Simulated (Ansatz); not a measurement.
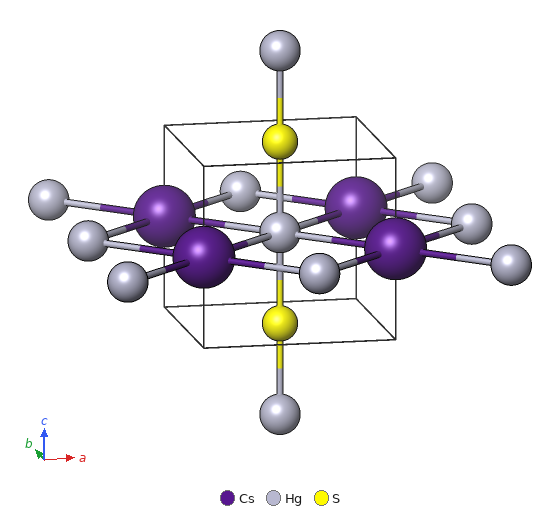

The compound is CsHgS (space group P4/mmm, No. 123), taken as the geometry relaxed with DFT PBE, scalar-relativistic, plane waves, PAW (Ansatz); the starting structure was generated, so it need not be a known form of this composition.

Bonds are taken as Cs–Hg below 4.2 Å and Hg–S below 2.8 Å; no other contact counts. Atoms with one bond or none are removed and atoms with two bonds are replaced by edges, until no such atom is left.

What kind of net remains, and which atoms are its nodes?

A binodal (4,6)-connected, three-periodic net: Cs is a 4-connected node; Hg is a 6-connected node, in the ratio 1:1. S becomes part of the edges.

Is the net interpenetrated?

It is a single net, without interpenetration.

How many nodes does the smallest cycle have?

Four.
